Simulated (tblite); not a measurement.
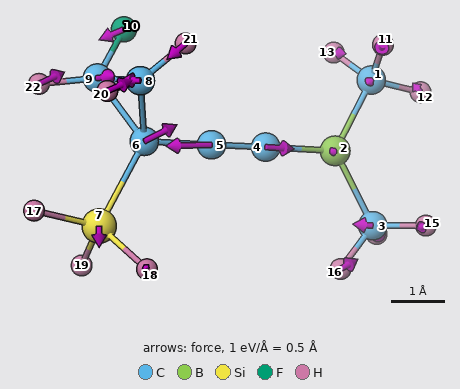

Starting geometry of C7H12BFSi with the computed forces as purple arrows. Style: ball-and-stick. Shown at a tilt.

The calculation used tblite 0.8.0, GFN2-xTB geometry optimisation, gas phase. 

Q: Is this structure relaxed? If not, where do the atoms go?

A: It isn't relaxed: the largest force vector, on a C atom, is 1.98 eV/Å. The final displacements follow the starting forces only in part (cosine between the two patterns 0.44). After 48 geometry steps the energy has fallen by 8.84 kcal/mol. An H atom moves most after the best rigid fit: 0.14 Å. By element the largest moves are H 0.14 Å, F 0.11 Å, Si 0.08 Å, C 0.08 Å, B 0.06 Å. Among the contacts that change: C–C 1.473 → 1.425 Å, C–C 1.527 → 1.484 Å, C–H 1.113 → 1.079 Å, B–C 1.531 → 1.502 Å. Among the angles between lasting bonds that change: F–C–H 119.9° → 109.7°, H–C–H 121.5° → 114.6°, C–C–H 115.1° → 121.2°.
